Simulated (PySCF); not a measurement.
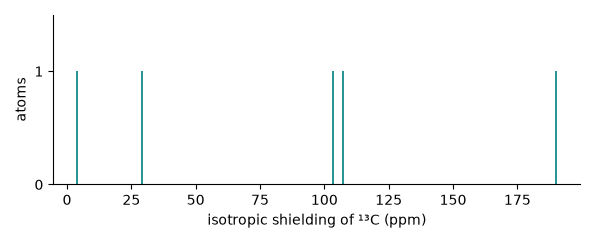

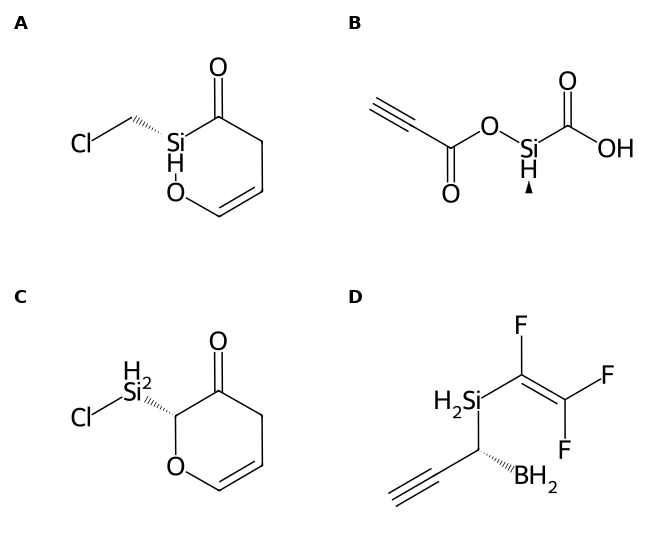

The sticks are computed shieldings of one of the molecules, for one fixed geometry (GFN2-xTB) without averaging over rotations. Low shielding means a high chemical shift. Method: GIAO PBE0/pcSseg-1 NMR shielding, non-relativistic, gas phase (PySCF 2.14.0).

Match the spectrum to a structure.

B, `C#CC(=O)O[Si@H](C)C(=O)O`. Its 5 C atoms give lines at 3.9, 29.1, 103.2, 107.4, 190.1 ppm.

The geometry is semi-empirical. Around B, Si such bond lengths and angles can be off by a tenth of an ångström or more and by several degrees, and values that hang on the shape move with them.
